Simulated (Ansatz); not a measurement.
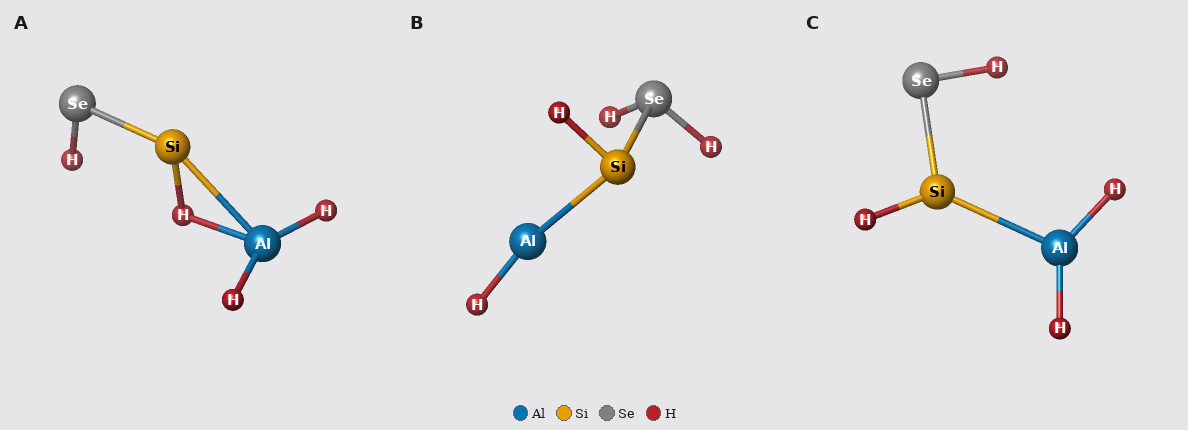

3 stationary structures of one formula. State: charge +1, singlet. Geometries: PBE-D4/def2-SVP. Electronic energies: PBE-D4/def2-SVP (Ansatz 0.2.0), without zero-point energy. No frequency run is at hand to confirm each as a minimum. Each is one conformer, not always the lowest.

**Rank them by energy, lowest first.**

C is lowest; A lies 14.0 kcal/mol above it, B lies 19.4 kcal/mol above it (C1).
